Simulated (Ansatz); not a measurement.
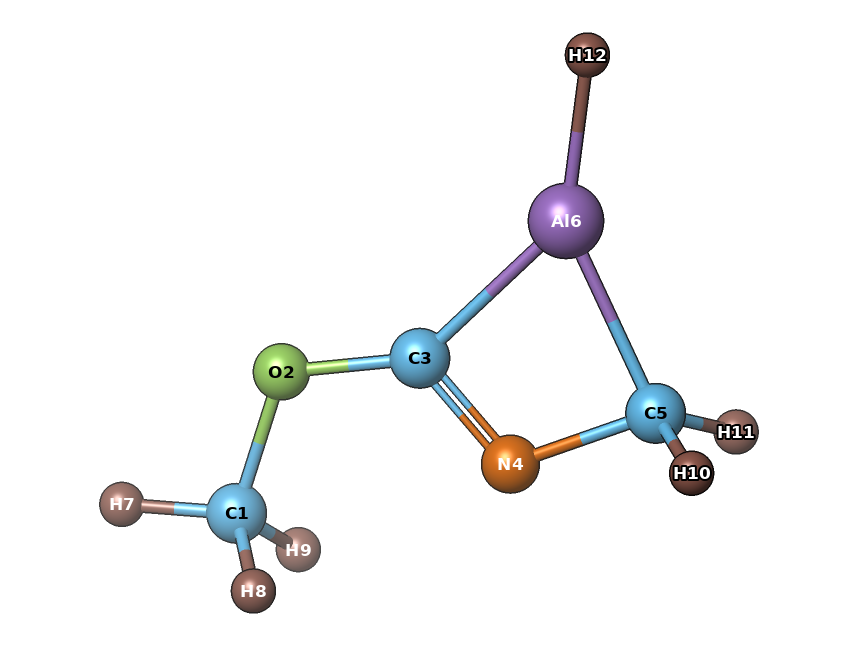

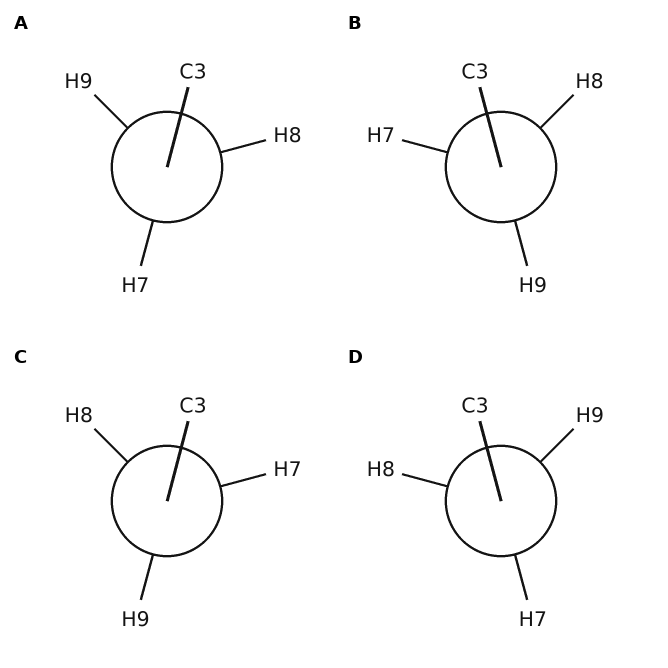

Depth is shown by fading: the farther an atom, the more it takes the colour of the background. Bonds that would overlap in a projection are set slightly apart. Computed geometry: PBE0-D4/def2-TZVP optimisation. No frequency run is at hand to confirm it as a minimum.

Which Newman projection shows the view along O2–C1, with O2 in front?

A. The torsion angle C3–O2–C1–H7 is 180°, antiperiplanar (anti).
